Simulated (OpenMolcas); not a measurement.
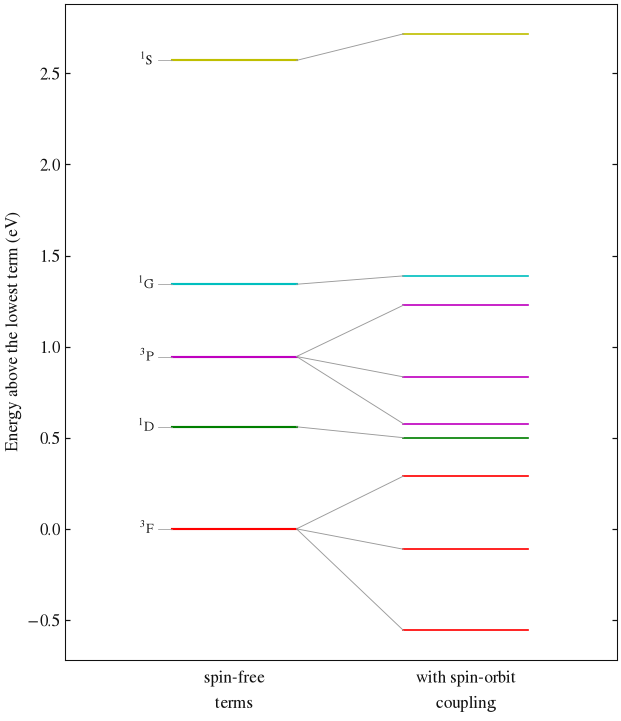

Figure 1. Terms of Hf²⁺ without and with spin-orbit coupling; the J values are left off. ³F (at 0) splits over 0.847 eV into J = 2, 3, 4 from the bottom up (normal); ¹D (at 0.560 eV) gives the one level J = 2; ³P (at 0.946 eV) splits over 0.651 eV into J = 0, 1, 2 from the bottom up (normal); ¹G (at 1.34 eV) gives the one level J = 4; ¹S (at 2.57 eV) gives the one level J = 0. The ground level lies 0.558 eV below the lowest term.

# Hf²⁺: multiconfigurational calculation

- system: Hf²⁺.
- method: state-averaged SS-CASPT2, IPEA shift 0.25, imaginary shift 0.1 hartree, closed shells 5s 5p correlated, active space 2 electrons in the shell 5d, basis ANO-RCC-VDZP, DKH2 scalar Hamiltonian, spin-orbit coupling by RASSI with atomic mean-field integrals (OpenMolcas)

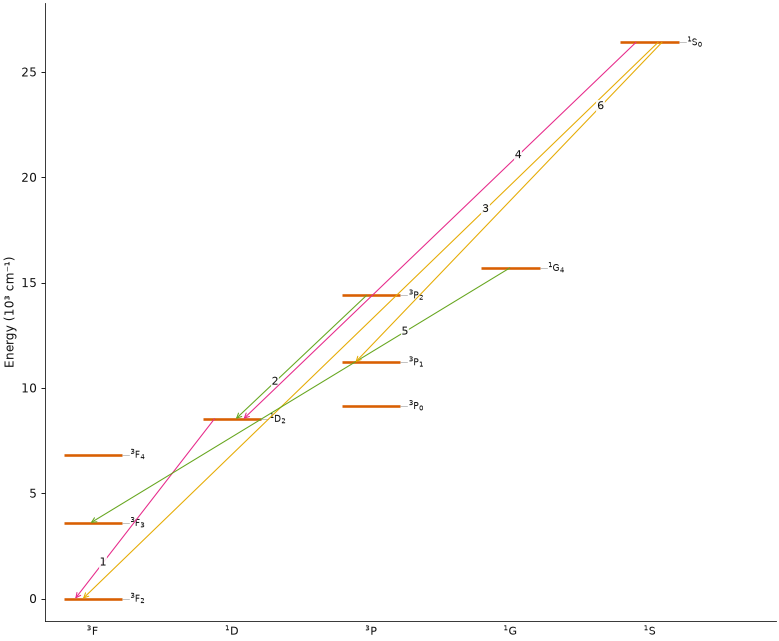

Figure 2. Levels of Hf²⁺ with 6 numbered transitions. Rates are at computed energies.

```
No.    Upper    Lower  Type  λ (vacuum)  A (s⁻¹)
  1  5d² ¹D₂  5d² ³F₂    M1     1170 nm      1.2
  2  5d² ³P₂  5d² ¹D₂    M1     1700 nm      1.6
  3  5d² ¹S₀  5d² ³F₂    E2      379 nm      1.2
  4  5d² ¹S₀  5d² ¹D₂    E2      559 nm      5.6
  5  5d² ¹G₄  5d² ³F₃    M1      827 nm      1.5
  6  5d² ¹S₀  5d² ³P₁    M1      659 nm       13
```

Line 6 has the largest rate; it falls in the visible region.

Input and output of the run follow.

**The input**
```
&GATEWAY
Coord
1

Hf 0.0 0.0 0.0
Basis=ANO-RCC-VDZP
Group=XYZ
NoMove
AngMom=0.0 0.0 0.0
AMFI
&SEWARD
&RASSCF
FileOrb=start.orb
Symmetry=1
Spin=3
nActEl=2 0 0
Inactive=15 19
Ras2=5 0
CIRoot=10 10 1
SDav=10
CIMx=300
Iter=120 100
PrWF=0.3
OrbListing=Nothing
MaxOrb=0
Atom
>>> COPY $Project.JobIph JOB001
&RASSCF
FileOrb=start.orb
Symmetry=1
Spin=1
nActEl=2 0 0
Inactive=15 19
Ras2=5 0
CIRoot=15 15 1
SDav=15
CIMx=300
Iter=120 100
PrWF=0.3
OrbListing=Nothing
MaxOrb=0
Atom
>>> COPY $Project.JobIph JOB002
&RASSI
NrOfJobIphs=2 10 15
1 2 3 4 5 6 7 8 9 10
1 2 3 4 5 6 7 8 9 10 11 12 13 14 15
IphNames
JOB001
JOB002
EJob
SpinOrbit
DIPRint=1.0
SOCoupling=1000.0
Subsets=2
MEES
Property=10
'ANGMOM' 1 'ANGMOM' 2 'ANGMOM' 3 'MLTPL  1' 1 'MLTPL  1' 2 'MLTPL  1' 3
'AMFI' 1 'AMFI' 2 'AMFI' 3 'MLTPL  2' 6
SOProperty=3
'ANGMOM' 1 'ANGMOM' 2 'ANGMOM' 3
>>> COPY JOB001 $Project.JobIph
&CASPT2
Multistate=10 1 2 3 4 5 6 7 8 9 10
Frozen=14 16
IPEA=0.25
Imaginary=0.1
MaxIter=60
WThr=0.0 0.3 0.05
PrWF=0.5
NoMix
>>> COPY JOB002 $Project.JobIph
&CASPT2
Multistate=15 1 2 3 4 5 6 7 8 9 10 11 12 13 14 15
Frozen=14 16
IPEA=0.25
Imaginary=0.1
MaxIter=60
WThr=0.0 0.3 0.05
PrWF=0.5
NoMix
```

The file start.orb holds starting orbitals from an earlier step. A driver script formed the levels outside the program, from RASSI's spin-orbit matrix and the CASPT2 energies (for multi-state variants, the effective Hamiltonian), averaged over the components of each term or state. The log and the time are those of the CASPT2 step.

**The program's output (extracts)**
```
--- CASPT2 ---
Orbital specifications:
      -----------------------

      Symmetry species                           1   2
                                                ag  au
      Frozen orbitals                           14  16
      Inactive orbitals                          1   3
      Active orbitals                            5   0
      Secondary orbitals                        16  13
      Deleted orbitals                           0   0
      Number of basis functions                 36  32
Type of calculation                        MS-CASPT2
      Fock operator                              state-specific
      IPEA shift                                 0.25
      Real shift                                 0.00
      Imaginary shift                            0.10
      The input orbitals will be transformed to quasi-canonical
Reference energy:      -15063.2914283770
      E2 (Non-variational):      -0.1545320276
      Shift correction:          -0.0000722819
      E2 (Variational):          -0.1546043095
      Total energy:          -15063.4460326865
      Residual norm:              0.0000000638
      Reference weight:           0.97029
      Contributions to the CASPT2 correlation energy
      Active & Virtual Only:         -0.0023434014
      One Inactive Excited:          -0.0393904968
      Two Inactive Excited:          -0.1127981294
Reference energy:      -15063.2914283770
      E2 (Non-variational):      -0.1543725946
      Shift correction:          -0.0000717215
      E2 (Variational):          -0.1544443161
      Total energy:          -15063.4458726931
      Residual norm:              0.0000000672
      Reference weight:           0.97038
      Contributions to the CASPT2 correlation energy
      Active & Virtual Only:         -0.0023136932
      One Inactive Excited:          -0.0393280121
      Two Inactive Excited:          -0.1127308893
::    CASPT2 Root  1     Total energy: -15063.44603269
::    CASPT2 Root  2     Total energy: -15063.44587269
::    CASPT2 Root  3     Total energy: -15063.44583318
::    CASPT2 Root  4     Total energy: -15063.44578935
::    CASPT2 Root  5     Total energy: -15063.44561001
::    CASPT2 Root  6     Total energy: -15063.44582786
::    CASPT2 Root  7     Total energy: -15063.44605846
::    CASPT2 Root  8     Total energy: -15063.41110631
::    CASPT2 Root  9     Total energy: -15063.41110630
::    CASPT2 Root 10     Total energy: -15063.41110630
::    MS-CASPT2 Root  1     Total energy: -15063.44618616
::    MS-CASPT2 Root  2     Total energy: -15063.44611474
::    MS-CASPT2 Root  3     Total energy: -15063.44590817
::    MS-CASPT2 Root  4     Total energy: -15063.44585195
::    MS-CASPT2 Root  5     Total energy: -15063.44582909
::    MS-CASPT2 Root  6     Total energy: -15063.44563672
::    MS-CASPT2 Root  7     Total energy: -15063.44550667
::    MS-CASPT2 Root  8     Total energy: -15063.41110531
::    MS-CASPT2 Root  9     Total energy: -15063.41110406
::    MS-CASPT2 Root 10     Total energy: -15063.41110028
--- CASPT2 ---
Orbital specifications:
      -----------------------

      Symmetry species                           1   2
                                                ag  au
      Frozen orbitals                           14  16
      Inactive orbitals                          1   3
      Active orbitals                            5   0
      Secondary orbitals                        16  13
      Deleted orbitals                           0   0
      Number of basis functions                 36  32
Type of calculation                        MS-CASPT2
      Fock operator                              state-specific
      IPEA shift                                 0.25
      Real shift                                 0.00
      Imaginary shift                            0.10
      The input orbitals will be transformed to quasi-canonical
Reference energy:      -15063.2576200296
      E2 (Non-variational):      -0.1640374196
      Shift correction:          -0.0036255737
      E2 (Variational):          -0.1676629933
      Total energy:          -15063.4252830229
      Residual norm:              0.0000001500
      Reference weight:           0.95355
      Contributions to the CASPT2 correlation energy
      Active & Virtual Only:         -0.0105224411
      One Inactive Excited:          -0.0381932661
      Two Inactive Excited:          -0.1153217124
Reference energy:      -15063.2576200296
      E2 (Non-variational):      -0.1640367570
      Shift correction:          -0.0036258669
      E2 (Variational):          -0.1676626238
      Total energy:          -15063.4252826534
      Residual norm:              0.0000001504
      Reference weight:           0.95355
      Contributions to the CASPT2 correlation energy
      Active & Virtual Only:         -0.0105226711
      One Inactive Excited:          -0.0381943770
      Two Inactive Excited:          -0.1153197089
::    CASPT2 Root  1     Total energy: -15063.42528302
::    CASPT2 Root  2     Total energy: -15063.42528265
::    CASPT2 Root  3     Total energy: -15063.42527877
::    CASPT2 Root  4     Total energy: -15063.42528215
::    CASPT2 Root  5     Total energy: -15063.42527661
::    CASPT2 Root  6     Total energy: -15063.39636362
::    CASPT2 Root  7     Total energy: -15063.39662426
::    CASPT2 Root  8     Total energy: -15063.39625567
::    CASPT2 Root  9     Total energy: -15063.39672729
::    CASPT2 Root 10     Total energy: -15063.39688990
::    CASPT2 Root 11     Total energy: -15063.39681665
::    CASPT2 Root 12     Total energy: -15063.39691965
::    CASPT2 Root 13     Total energy: -15063.39611530
::    CASPT2 Root 14     Total energy: -15063.39610321
::    CASPT2 Root 15     Total energy: -15063.35139068
::    MS-CASPT2 Root  1     Total energy: -15063.42531545
::    MS-CASPT2 Root  2     Total energy: -15063.42529097
::    MS-CASPT2 Root  3     Total energy: -15063.42528973
::    MS-CASPT2 Root  4     Total energy: -15063.42526871
::    MS-CASPT2 Root  5     Total energy: -15063.42525921
::    MS-CASPT2 Root  6     Total energy: -15063.39726972
::    MS-CASPT2 Root  7     Total energy: -15063.39700391
::    MS-CASPT2 Root  8     Total energy: -15063.39680516
::    MS-CASPT2 Root  9     Total energy: -15063.39672182
::    MS-CASPT2 Root 10     Total energy: -15063.39647021
::    MS-CASPT2 Root 11     Total energy: -15063.39635248
::    MS-CASPT2 Root 12     Total energy: -15063.39615437
::    MS-CASPT2 Root 13     Total energy: -15063.39604377
::    MS-CASPT2 Root 14     Total energy: -15063.39597491
::    MS-CASPT2 Root 15     Total energy: -15063.35138902
```

**Spin-orbit levels, grouped by J and assigned**

```csv
Configuration,Level,E (cm⁻¹),LS purity (%),Landé g
5d²,³F₂,0,90,0.700
5d²,³F₃,"3,596",100,1.084
5d²,³F₄,"6,835",96,1.240
5d²,¹D₂,"8,533",69,1.083
5d²,³P₀,"9,146",93,–
5d²,³P₁,"11,220",100,1.501
5d²,³P₂,"14,400",77,1.384
5d²,¹G₄,"15,700",96,1.010
5d²,¹S₀,"26,410",93,–
```

**Summary**

- outcome: converged
- lowest level: 5d² ³F₂
- first excited level: 5d² ³F₃, 3,596 cm⁻¹
- energy of the lowest spin-free term: −15063.44586 hartree
- energy of the lowest spin-orbit level: −15063.46636 hartree
- CASPT2 correlation energy: −0.1544 hartree
- largest spread among components of a term: 179.2 cm⁻¹
- lowest reference weight: 0.921
- hardware: 1 CPU thread, shared host
- wall time: 5.1 s

**Notes**

The components of ¹G, which symmetry makes degenerate, are split by 179 cm⁻¹ in CASPT2, and those of 1 more by over 50 cm⁻¹. This is an artefact; the levels of such states rest on averages and are uncertain by about as much. The run is of multi-state type; this report uses its single-state energies. Limits: some levels are strong mixtures of terms (leading term under 70 %); only configurations of the active space are included.
